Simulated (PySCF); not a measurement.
SMILES O[Si](O)([SiH3])O (H6O3Si2) at its B3LYP/def2-SVP optimised geometry (Å):

```
11

O      0.3503     1.8043    -1.4147
Si    -0.0852     1.0379     0.0000
O     -1.7480     1.0277     0.1248
O      0.5450     1.8893     1.2875
Si     0.7328    -1.1548     0.0000
H      0.8485     2.6249    -1.3123
H     -2.2265     1.4588    -0.5944
H     -0.0994     2.2432     1.9131
H      2.2265    -1.1548     0.0000
H      0.2598    -1.8889    -1.2119
H      0.2602    -1.8893     1.2118
```

Computed with B3LYP/def2-TZVP (PySCF 2.14.0). Cells within 0.4 Å of a nucleus heavier than hydrogen are left out (blank, or x).

Map of the deformation density (molecule minus spherical neutral atoms) (e/bohr³) on the plane z = 0.0 Å:

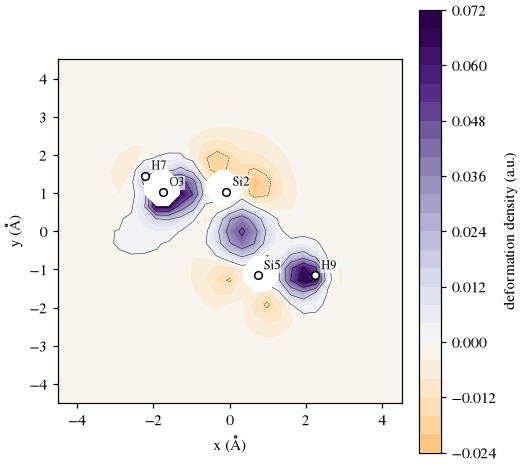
Figure: Deformation density (molecule minus spherical neutral atoms) (e/bohr³) on the plane z = 0.0 Å.
